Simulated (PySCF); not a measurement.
# CH₁₂Si₅ (SMILES C[SiH]1[SiH2][SiH2][SiH2][SiH2]1): what the fields show

The calculation's input:

```
{"job": {"kind": "nmr", "xc": "PBE0", "basis": "pcSseg-1"}, "charge": 0, "multiplicity": 1}
Si     0.496427    -1.793581     0.884563
Si     1.975605    -0.578082    -0.491912
Si     1.232941     1.666604    -0.361738
Si    -0.569527     1.622366     1.154956
Si    -1.467676    -0.508992     0.737067
C     -2.118660    -0.571398    -1.037219
H      0.337433    -3.213524     0.436784
H      1.008488    -1.781435     2.292348
H      3.404041    -0.709814    -0.066050
H      1.854927    -1.064703    -1.903845
H      0.733510     2.102089    -1.705826
H      2.328445     2.594385     0.060019
H     -1.524164     2.756581     0.947286
H     -0.033903     1.682900     2.552936
H     -2.517043    -0.923125     1.720891
H     -2.977091     0.105564    -1.165563
H     -1.333335    -0.263835    -1.745939
H     -2.438338    -1.590446    -1.303527
```

Command:

```sh
OMP_NUM_THREADS=1 python cluster_run.py task.json out
```

Geometry: PBE0-D3(BJ)/def2-SVP.

The calculation used PySCF, PBE0/pcSseg-1, SCF density, gas phase, non-relativistic.

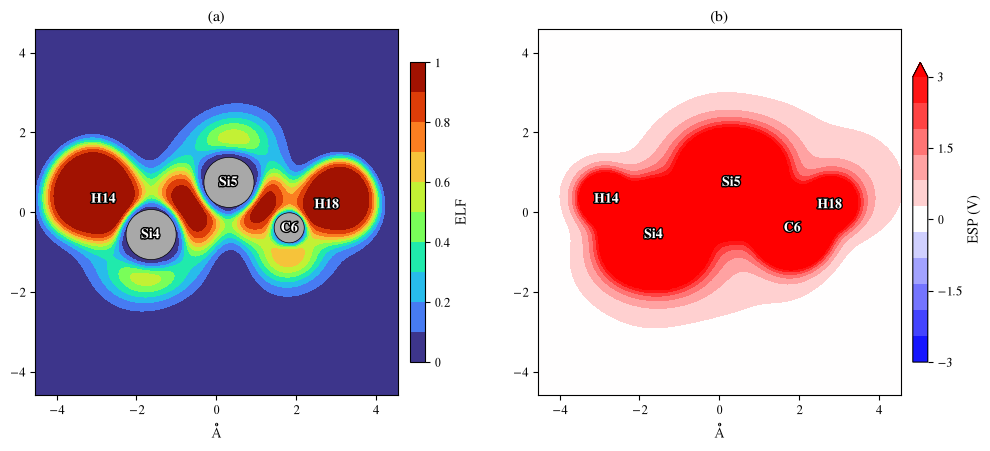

Figure 1. (a) ELF; (b) molecular electrostatic potential on the plane of atoms Si4, Si5 and C6. Grey discs cover the atomic cores in the ELF map.

**Interpret the plot.**

- The plane passes through Si, C and H nuclei.
- C–Si (1.89 Å): the ELF peaks at about 0.95 between the atoms; a covalent bond.
- Si–Si (2.35 Å): the ELF peaks at about 1 between the atoms, as expected for a covalent bond.
- C–H (1.10 Å): the ELF climbs to about 1 towards the hydrogen, as it does in any bond to H: an ordinary covalent bond to hydrogen.
- Si–H (1.50 Å): the ELF climbs to about 1 towards the hydrogen.
- The potential has no marked negative region in this plane.

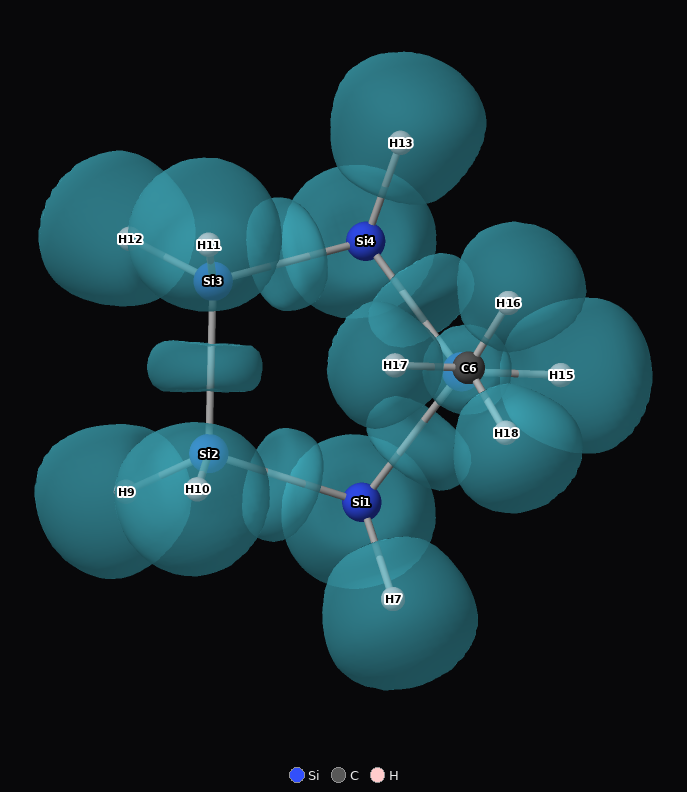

Figure 2. Isosurface of the ELF at 0.8 (cyan), seen at an oblique angle. Core shells and regions of very low density are left out.

**Identify the bonds, lone pairs and shells in this picture.**

The ELF exceeds this value in one region between bonded C–Si atoms (shared pairs), five regions between bonded Si–Si atoms (shared pairs) and twelve regions around hydrogen nuclei.
